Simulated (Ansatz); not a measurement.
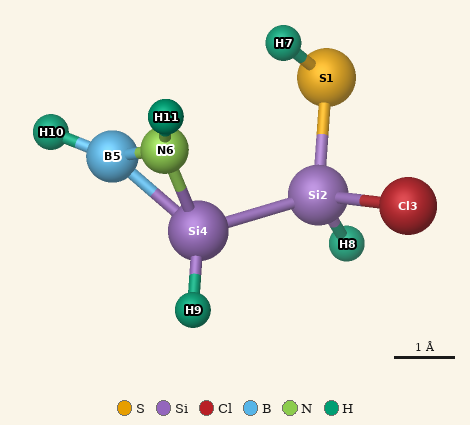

Figure 1. The structure as given in the input (ball-and-stick view, seen at a tilt; atoms are numbered from 1 in the order of the input).

**BSi2NH5SCl: molecular dynamics**

BSi2NH5SCl, computed with UKS PBE0-D4/STO-3G (Ansatz 0.2.0).

The run did not end well. One setting was made poor on purpose. It belongs to a series of runs on one base structure; here: an input spoilt on purpose.

**The program's output**
```
Engine: ansatz 0.2.0, aarch64-unknown-linux-gnu
Functional definition: PBE0
  parameter a = 0.25
  parameter kappa = 0.804
  parameter beta = 0.06672455060314922
  exchange = (1 - a)*pbe_x(kappa = kappa, mu = beta*pi^2/3) + a*exact_x
  correlation = pbe_c(beta = beta)
668 factors; integrals over basis functions are off by at most 1.9e-5 eV
mean field evaluation 1: about -40876.8916 eV, gradient 2.0e1 eV
mean field evaluation 2: about -40875.7252 eV, gradient 2.6e1 eV
mean field evaluation 4: about -40880.1289 eV, gradient 1.1e0 eV
mean field evaluation 8: about -40880.1016 eV, gradient 1.3e-2 eV
mean field -40880.10163819 eV, -1502.3160256754 hartree, gradient 1.2e-5 eV, S^2 0.000000; 0 other end points of the search recorded, 0 dependent functions left out
the calculation of the forces begins
reference -40880.10165808 eV, -1502.3160264065 hartree; 39, 39 occupied and 12, 12 virtual orbitals, 668 factors
md step     0: t =     0.00 fs  T = 27272.7 K  F+E_penalty+E_count = -40880.42971839 eV  E_kin = 38.778000 eV  (26 SCF iters)
these checks for a lower state are left out or cut short: starts, cluster_reference, orbital_swaps, neighbouring_geometries, increment
668 factors; integrals over basis functions are off by at most 2.6e-5 eV
mean field evaluation 16: about -40872.3212 eV, gradient 1.5e0 eV
mean field -40872.29480756 eV, -1502.0291299414 hartree, gradient 1.2e-5 eV, S^2 0.000000; 0 other end points of the search recorded, 0 dependent functions left out
[... from here on the field's lines of each further geometry are left out, up to the last ...]
md step     1: t =     2.00 fs  T = 24496.1 K  F+E_penalty+E_count = -40872.69807271 eV  E_kin = 34.830090 eV  (36 SCF iters, 19 dispersion substeps)
md step     2: t =     4.00 fs  T = 18769.5 K  F+E_penalty+E_count = -40863.61636504 eV  E_kin = 26.687581 eV  (146 SCF iters, 19 dispersion substeps)
md step     3: t =     6.00 fs  T = 16051.5 K  F+E_penalty+E_count = -40860.07159402 eV  E_kin = 22.822988 eV  (76 SCF iters, 19 dispersion substeps)
md step     4: t =     8.00 fs  T = 15131.7 K  F+E_penalty+E_count = -40861.15916722 eV  E_kin = 21.515185 eV  (72 SCF iters, 19 dispersion substeps)
md step     5: t =    10.00 fs  T = 15942.2 K  F+E_penalty+E_count = -40863.28232785 eV  E_kin = 22.667542 eV  (58 SCF iters, 19 dispersion substeps)
md step     6: t =    12.00 fs  T = 16519.2 K  F+E_penalty+E_count = -40859.45814013 eV  E_kin = 23.488023 eV  (49 SCF iters, 19 dispersion substeps)
md step     7: t =    14.00 fs  T = 20986.7 K  F+E_penalty+E_count = -40864.17119639 eV  E_kin = 29.840086 eV  (52 SCF iters, 19 dispersion substeps)
the calculation of the forces begins
reference -40860.57628338 eV, -1501.5984821209 hartree; 39, 39 occupied and 12, 12 virtual orbitals, 675 factors
md step     8: t =    16.00 fs  T = 19338.6 K  F+E_penalty+E_count = -40860.92586251 eV  E_kin = 27.496809 eV  (182 SCF iters, 19 dispersion substeps)
these checks for a lower state are left out or cut short: starts, cluster_reference, orbital_swaps, neighbouring_geometries, increment
673 factors; integrals over basis functions are off by at most 1.8e-5 eV
mean field -40858.15902709 eV, -1501.5096495905 hartree, gradient 7.7e-7 eV, S^2 1.441624; 0 other end points of the search recorded, 0 dependent functions left out
the calculation of the forces begins
reference -40858.15905417 eV, -1501.5096505858 hartree; 39, 39 occupied and 12, 12 virtual orbitals, 673 factors
md step     9: t =    18.00 fs  T = 20193.7 K  F+E_penalty+E_count = -40858.50206957 eV  E_kin = 28.712559 eV  (125 SCF iters, 19 dispersion substeps)
these checks for a lower state are left out or cut short: starts, cluster_reference, orbital_swaps, neighbouring_geometries, increment
670 factors; integrals over basis functions are off by at most 4.1e-5 eV
mean field evaluation 224: about -40855.9285 eV, gradient 2.3e-2 eV
```

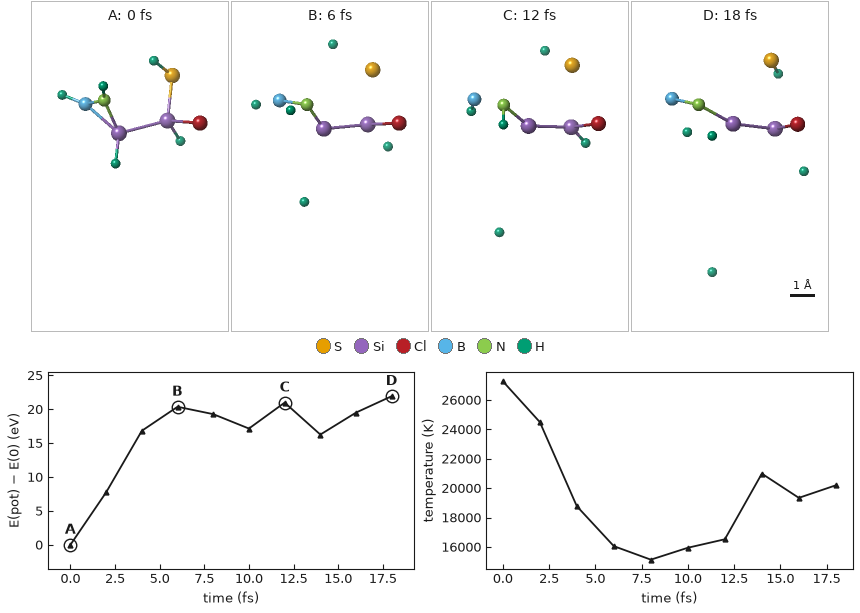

Figure 2. Frames of the molecular dynamics (ball-and-stick, seen at a tilt) above the curves, on which the letters mark them. The trajectory kept here has 10 frames over 18 fs. The temperature starts at 27273 K, ranges from 15132 to 27273 K and averages 18596 K over the second half. The potential energy ends 21.928 eV above its first value. After an unweighted best fit of the last frame on the first, the root-mean-square displacement is 2.02 Å, and H9 has moved furthest (4.71 Å).

```
Unfinished report: {"positions_ang":[[-1.9733966832630356,-1.04618537287732,2.147556732532102],[-0.9511577715653321,-1.6171849464653438,-0.7072229663176648],[-2.2434620150113815,-0.17835314471405989,-2.037907401312049],[0.2695465526764651,0.3612917645057497,-0.8493110016474734],[2.116700862882212,1.6202524069374429,0.8939527761338741],[1.0185290364933888,2.1061712397810406,-0.35699379704520023],[-1.7424139860865318,-2.537041530863572,2.397372591202075],[-1.0865919396814183,-3.4967194308753853,-2.0564243682563794],[4.552558927516881,-5.154907304783803,-3.368652214164134],[2.374167041257387,-0.14739993294953624,0.21371968496681723],[1.0545593893731005,1.6049757842639751,-1.7694932541671904]],"unchecked":["starts","cluster_reference","orbital_swaps","neighbouring_geometries","increment"],"mean_field":{"relativity":"none","state":{"energy":{"ev":-40858.15905416881,"hartree":-1501.5096505858048},"converged":true,"gradient_ev":7.702324218745681e-7,"stability":{"kind":"minimum","curvature_ev":0.41870787494863637},"curvature_floor_ev":0.00030000000000000003,"spin_squared":1.4416238946862308},"others":[],"fillings":{"estimated":0,"unestimated":0,"tried":0,"untried":0,"excluded_magnetic_sites":0},"n_dropped_functions":0,"n_trapped_functions":0,"passes":{"evaluations":14,"products":111},"factors":{"origin":"Cholesky decomposition","count":673,"bound_ev":0.000017804899286186},"gradient_stop_ev":0.000012714023212061099,"reference_kind":"stationary","functional":{"name":"PBE0","citations":["Adamo & Barone, J. Chem. Phys. 110, 6158 (1999) doi:10.1063/1.478522","Perdew, Burke & Ernzerhof, Phys. Rev. Lett. 77, 3865 (1996) doi:10.1103/PhysRevLett.77.3865"],"text":"name \"PBE0\"\ncite \"Adamo & Barone, J. Chem. Phys. 110, 6158 (1999) doi:10.1063/1.478522\"\ncite \"Perdew, Burke & Ernzerhof, Phys. Rev. Lett. 77, 3865 (1996) doi:10.1103/PhysRevLett.77.3865\"\nparent pbe\nparameter a = 0.25\nparameter kappa = 0.804\nparameter beta = 0.06672455060314922\nexchange = (1 - a)*pbe_x(kappa = kappa, mu = beta*pi^2/3) + a*exact_x\ncorrelation = pbe_c(beta = beta)\n","parameters":{"a":{"value":0.25,"default":0.25},"beta":{"value":0.06672455060314922,"default":0.06672455060314922},"kappa":{"value":0.804,"default":0.804}},"final_grid":{"core_spheres":13.0,"valence_spheres":11.0,"degree":36.0},"final_grid_parameter_source":"default","radial_points_factor":1.0,"radial_grid_error_ev":3.235511906987185e-7,"grid_sensitivity":"normal","grid_sensitivity_ratio":0.001870803151768979},"unsmoothed_excess_ev":-0.000027083257623280966,"symmetry":{"irreps":["A"],"axes":[[0.9991544167207003,0.017586004137287375,0.037164284010335696],[-0.01149591641266405,0.9873490499797417,-0.15814454593799498],[-0.03947525114993726,0.15758358405171802,0.9867163313658414]],"occupied":[{"A":39},{"A":39}]},"held":{"pivots":663,"left_out":5,"joined":10},"density_repulsion":{"missed_ev":0.000011997891416556527,"excess_ev":3.5334768051003414e-6,"most_excess_ev":0.0002106,"are_drawn_again":false,"n_first_factors":673,"energy_change_ev":0.0,"n_dropped_ends":0}},"factors":{"origin":"Cholesky decomposition","count":673,"bound_ev":0.000017804899286186},"n_frozen":0,"n_occupied":[39,39],"n_virtual":[12,12],"reference":{"ev":-40858.15905416881,"hartree":-1501.5096505858048},"dispersion":{"energy":{"ev":-0.34304247970254276,"hartree":-0.012606578606524333},"switches_in_reach":[]},"total":{"ev":-40858.50209664852,"hartree":-1501.5222571644113},"forces_ev_per_angstrom":[[1.1273182936569337,-3.8755095693494455,-1.0091668572353905],[-1.8883687980804478,-0.32748196484891673,-0.2783474931824891],[0.9526378678292524,-1.0304752679521756,1.1119008665844436],[3.6270746355775634,3.344803662625148,0.9510276936395586],[-2.1024127196967877,-2.948499707262088,-4.7078276676713],[0.3264606316058779,-3.1193951150735035,0.9001827620332605],[-0.5609808711554852,3.6614682399122103,-0.5616993292667664],[0.25950612191938993,1.5801066141583848,0.9522919007310947],[-0.00033895699002084266,0.00028430344398973286,0.0001854551524382425],[-1.4623591168707952,3.076881403735634,1.0164145830710953],[-0.27853708780742115,-0.36218259940150066,1.6250380861336344]],"charge_distribution":{"dipole_moment_e_ang":[0.46709278722261166,-0.37339248145803183,0.01842460054391158],"mulliken_charges_e":[-0.030093461641907737,0.39492945200111507,-0.399340542694933,0.4390735938881125,0.12211804756826794,-0.286428573092949,-0.04263936013519287,-0.06500421897827358,2.4682844657064607e-10,-0.1623958609538625,0.02978092379278885],"lowdin_charges_e":[-0.02148106773960734,0.34282543577727154,-0.3618047412084415,0.43114298780172433,0.0638874594003358,-0.21523441460434967,-0.05023702638850036,-0.0665390373442416,2.453228731269519e-10,-0.1557369238126387,0.033177327873108675]},"n_threads":2,"memory_gib":2.556818182580173,"seconds":{"hamiltonian":9.21430322,"orbitals":0.0,"second_order":0.0,"solver_start":0.0,"cycles":0.0,"cycle":0.0,"perturbative":0.0,"full_ci_increment":0.0,"forces":0.0}}
Error: SIGTERM received: run cancelled behind 228 evaluations of the mean field
```

**Trajectory as extended XYZ (Å, eV, eV/Å), 10 frames, from step=0 to step=9**
```
11
Properties=species:S:1:pos:R:3:forces:R:3 step=0 time_fs=0.0 energy=-40880.42972 temperature=27272.7
S    -1.9862   -0.9086    1.4996   -0.3117  -1.0406   0.3091
Si   -1.1504   -1.1552   -0.4107   -0.0536  -0.1095  -0.2350
Cl   -2.5137   -0.2339   -1.7646    0.0967  -0.0290  -0.2272
Si    0.9208   -0.2592   -0.7170   -0.2537   0.2709   0.8797
B     1.8045    0.6173    0.7240    1.5981  -1.5649   1.0684
N     0.9295    1.3646    0.0515   -0.6167   1.2444  -0.8295
H    -1.5441    0.3208    1.7238    0.4190   0.9593  -0.0071
H    -1.2766   -2.5880   -0.6650    0.1498   0.3207  -0.0862
H     1.4796   -0.3453   -2.0496   -0.2103   0.1911  -0.1407
H     2.6216    0.6390    1.5844   -0.6234   0.2163  -0.4425
H     0.6914    2.3881    0.0515   -0.1944  -0.4589  -0.2889
11
Properties=species:S:1:pos:R:3:forces:R:3 step=1 time_fs=2.0 energy=-40872.69807 temperature=24496.1
S    -2.0097   -0.9365    1.5704    2.5922   3.0902   1.2127
Si   -1.0917   -1.1998   -0.4465   -2.7422  -3.5572   1.4058
Cl   -2.4993   -0.2376   -1.7906    0.3773  -0.5762   0.2609
Si    0.8290   -0.1776   -0.7137    5.2605  -4.1223  -2.2249
B     1.8302    0.7517    0.7813    1.4245  -4.9365   0.3427
N     0.8813    1.3730   -0.0568    2.9350   6.7700   1.8583
H    -1.2314    0.3252    2.3595   -2.0018  -3.7354  -3.0148
H    -1.2412   -3.0458   -0.6024    0.4961   4.7524   0.0648
H     1.9908   -0.9148   -2.2795   -2.9127   2.1171   3.3800
H     2.9395    0.3307    1.7172   -3.9933   2.4808  -3.0670
H     0.9861    2.4645   -0.2477   -1.4354  -2.2829  -0.2184
11
Properties=species:S:1:pos:R:3:forces:R:3 step=2 time_fs=4.0 energy=-40863.61637 temperature=18769.5
S    -2.0308   -0.9602    1.6524    3.1872   2.2813   1.1228
Si   -1.0460   -1.2605   -0.4810   -4.5279  -3.5426   2.4352
Cl   -2.4800   -0.2315   -1.8233    0.5561  -0.9477   0.6721
Si    0.7430   -0.0927   -0.7144    4.7752  -6.7799  -1.1147
B     1.8707    0.8707    0.8251   -0.5525  -5.5750  -1.4187
N     0.8382    1.3893   -0.1449    6.4314  13.0040   3.6730
H    -1.0029    0.1564    2.8683   -2.4197  -3.0189  -3.9204
H    -1.2601   -3.3115   -0.5928    0.6446   4.9189  -0.0825
H     2.3833   -1.4115   -2.4246   -0.6537   0.5865   0.6097
H     3.0776    0.1274    1.7785   -4.0801   3.3113  -3.0679
H     1.2552    2.5193   -0.5598   -3.3604  -4.2379   1.0915
11
Properties=species:S:1:pos:R:3:forces:R:3 step=3 time_fs=6.0 energy=-40860.07159 temperature=16051.5
S    -2.0411   -0.9800    1.7315    2.9434   1.1389   0.5710
Si   -1.0175   -1.3311   -0.5217   -4.8222  -3.1808   2.7719
Cl   -2.4544   -0.2272   -1.8538    0.5864  -1.1574   0.8095
Si    0.6578   -0.0083   -0.7233    4.0213  -9.3420  -1.6582
B     1.9273    0.9689    0.8592   -1.1423  -4.7666  -1.8797
N     0.8131    1.4386   -0.2157    7.8960  14.4986   3.9532
H    -0.8988   -0.1479    3.1925   -2.1163  -1.7872  -3.5818
H    -1.2668   -3.3451   -0.6142    0.7919   4.7336  -0.2094
H     2.7338   -1.8909   -2.5110   -0.0784   0.0776   0.0656
H     3.0630    0.0659    1.7621   -4.0413   3.4151  -2.9695
H     1.4300    2.4425   -0.8354   -4.0387  -3.6298   2.1274
11
Properties=species:S:1:pos:R:3:forces:R:3 step=4 time_fs=8.0 energy=-40861.15917 temperature=15131.7
S    -2.0436   -0.9983    1.7955    2.8405   0.4989   0.9148
Si   -0.9983   -1.3978   -0.5657   -4.3905  -1.8061   2.8104
Cl   -2.4279   -0.2260   -1.8852    0.5363  -1.3243   0.8495
Si    0.5768    0.0686   -0.7401    2.8143  -9.7093  -2.1198
B     1.9799    1.0525    0.8963   -0.4722  -2.6092  -2.1088
N     0.8161    1.5257   -0.2680    7.1342  11.3083   2.8244
H    -0.8986   -0.5044    3.3796   -2.1350  -1.1171  -3.8648
H    -1.2302   -3.1437   -0.7055    0.8683   3.9759  -0.2183
H     3.0855   -2.3456   -2.5451   -0.0144   0.0131   0.0105
H     2.9573    0.1082    1.6375   -3.9083   3.0298  -2.5133
H     1.4382    2.2595   -1.0568   -3.2732  -2.2602   3.4155
11
Properties=species:S:1:pos:R:3:forces:R:3 step=5 time_fs=10.0 energy=-40863.28233 temperature=15942.2
S    -2.0394   -1.0127    1.8504    2.8935  -0.1358   1.8791
Si   -0.9882   -1.4567   -0.6031   -3.0353   6.1300   3.7674
Cl   -2.4014   -0.2227   -1.9178    0.6342  -1.5273   0.9628
Si    0.5026    0.1302   -0.7606    1.8966  -6.9252  -1.9450
B     2.0240    1.1352    0.9307   -2.4122   0.9881  -2.5596
N     0.8403    1.6404   -0.3029    3.2029   3.7087   4.3600
H    -0.9603   -0.8964    3.4499   -2.3902  -0.4174  -4.6010
H    -1.1892   -2.7703   -0.8231    0.0648  -3.3183  -1.2387
H     3.4489   -2.8060   -2.5940   -0.0049   0.0040   0.0031
H     2.7540    0.2440    1.3581   -1.1976   0.4769  -1.1879
H     1.2911    2.0435   -1.1656    0.3482   1.0164   0.5598
11
Properties=species:S:1:pos:R:3:forces:R:3 step=6 time_fs=12.0 energy=-40859.45814 temperature=16519.2
S    -2.0261   -1.0293    1.9087    2.7345  -1.0171   2.2980
Si   -0.9895   -1.5058   -0.6332   -0.2198  20.2080   8.8312
Cl   -2.3699   -0.2169   -1.9460    0.7188  -1.5539   1.0527
Si    0.4420    0.1886   -0.7842    1.1034  -4.1734  -1.2692
B     2.0747    1.2282    0.9513  -11.0457  16.2244  -4.0058
N     0.8773    1.7624   -0.3317    1.0931   0.2672   5.4547
H    -1.0860   -1.2948    3.3726   -2.3400   0.5706  -4.7413
H    -1.1662   -2.5368   -0.9907   -2.1435 -17.2337  -6.5470
H     3.7976   -3.3054   -2.7283   -0.0023   0.0018   0.0013
H     2.5120    0.4384    1.0017    8.1412 -14.9369   0.3488
H     1.1584    1.8828   -1.3140    1.9604   1.6430  -1.4234
11
Properties=species:S:1:pos:R:3:forces:R:3 step=7 time_fs=14.0 energy=-40864.17120 temperature=20986.7
S    -2.0076   -1.0487    1.9813    1.5208  -1.3314   0.8671
Si   -0.9858   -1.5339   -0.6536   -3.1345  -0.3603   0.8729
Cl   -2.3331   -0.2078   -1.9769    0.8167  -1.3664   1.0466
Si    0.3891    0.2486   -0.8084    1.6729  -0.5998  -0.8726
B     2.1029    1.3800    0.9513   -0.8709  -1.7542  -3.5430
N     0.9174    1.8782   -0.3429    0.4628  -1.0015  -0.0479
H    -1.2925   -1.6814    3.1290   -1.1745   1.0667  -2.7128
H    -1.2015   -2.9484   -1.4084    0.8945   2.2924   0.8621
H     4.1060   -3.8712   -2.9302   -0.0011   0.0009   0.0006
H     2.5356    0.1406    0.6743   -0.9649   2.1707   0.5939
H     1.0938    1.7765   -1.5622    0.7781   0.8829   2.9330
11
Properties=species:S:1:pos:R:3:forces:R:3 step=8 time_fs=16.0 energy=-40860.92586 temperature=19338.6
S    -1.9886   -1.0558    2.0645   -0.2598   1.2424  -2.2713
Si   -0.9722   -1.5705   -0.6771   -2.9624  -2.5671  -0.7420
Cl   -2.2895   -0.1932   -2.0094    1.0575  -1.1467   1.1639
Si    0.3325    0.3034   -0.8311    3.0756   2.7183  -0.1244
B     2.1190    1.5102    0.9317   -0.9345  -3.3440  -4.0915
N     0.9655    1.9894   -0.3516   -0.0470  -2.6364  -0.4414
H    -1.5398   -2.0721    2.7625    0.6975  -1.4301   0.7258
H    -1.1606   -3.2727   -1.7592    0.7251   3.5548   1.9462
H     4.3430   -4.5014   -3.1598   -0.0006   0.0005   0.0003
H     2.4843   -0.0467    0.4051   -1.4701   3.3527   1.1454
H     1.0720    1.6956   -1.7113    0.1187   0.2556   2.6890
11
Properties=species:S:1:pos:R:3:forces:R:3 step=9 time_fs=18.0 energy=-40858.50207 temperature=20193.7
S    -1.9734   -1.0462    2.1476    1.1273  -3.8755  -1.0092
Si   -0.9512   -1.6172   -0.7072   -1.8884  -0.3275  -0.2783
Cl   -2.2435   -0.1784   -2.0379    0.9526  -1.0305   1.1119
Si    0.2695    0.3613   -0.8493    3.6271   3.3448   0.9510
B     2.1167    1.6203    0.8940   -2.1024  -2.9485  -4.7078
N     1.0185    2.1062   -0.3570    0.3265  -3.1194   0.9002
H    -1.7424   -2.5370    2.3974   -0.5610   3.6615  -0.5617
H    -1.0866   -3.4967   -2.0564    0.2595   1.5801   0.9523
H     4.5526   -5.1549   -3.3687   -0.0003   0.0003   0.0002
H     2.3742   -0.1474    0.2137   -1.4624   3.0769   1.0164
H     1.0546    1.6050   -1.7695   -0.2785  -0.3622   1.6250
```

This output came from the following input.

**The input**
```yaml
crystal:
  periodic: [false, false, false]
  atoms:
    - { symbol: S, position_ang: [-1.986169, -0.908566, 1.499571] }
    - { symbol: Si, position_ang: [-1.15043, -1.155237, -0.410735] }
    - { symbol: Cl, position_ang: [-2.513731, -0.233888, -1.764624] }
    - { symbol: Si, position_ang: [0.920758, -0.259248, -0.717023] }
    - { symbol: B, position_ang: [1.804501, 0.617339, 0.724039] }
    - { symbol: "N", position_ang: [0.929519, 1.364635, 0.051452] }
    - { symbol: H, position_ang: [-1.544051, 0.320795, 1.723755] }
    - { symbol: H, position_ang: [-1.276574, -2.588032, -0.664997] }
    - { symbol: H, position_ang: [1.479637, -0.345296, -2.049591] }
    - { symbol: H, position_ang: [2.621634, 0.638959, 1.584389] }
    - { symbol: H, position_ang: [0.691448, 2.388141, 0.051536] }
magnetization:
  spin_polarized: true
basis:
  gaussian: { orbitals: STO-3G }
hamiltonian:
  xc: pbe0
  dispersion: d4
md:
  timestep: 2.0
  n_steps: 25
  ensemble: nvt_langevin
  temperature: 30000.0
  initial_velocities: maxwell_boltzmann
  seed: 586663
  friction: 0.005
```

Command:
```bash
ansatz run input.yaml --threads 2 --pin off --max-ram 3072MiB --backend cpu --events-out ev --progress --plain --runs-dir out
```

**What the run reported**

- outcome: stopped at the time limit
- mean temperature over the second half: 18596 K
- trajectory: 9 steps, 18 fs
- ensemble: nvt_langevin
- temperature in the input: 30000.0 K
- time step: 2.0 fs
- hardware: 2 threads of Arm Neoverse N1, 16 GiB of memory available, shared host
- wall time: 90 s (CPU time 2.9 min)
- peak memory: 0.22 GiB

**Diagnosis**

The run was cut off by its time limit, so the output is incomplete. A deliberately poor setting: bad input.
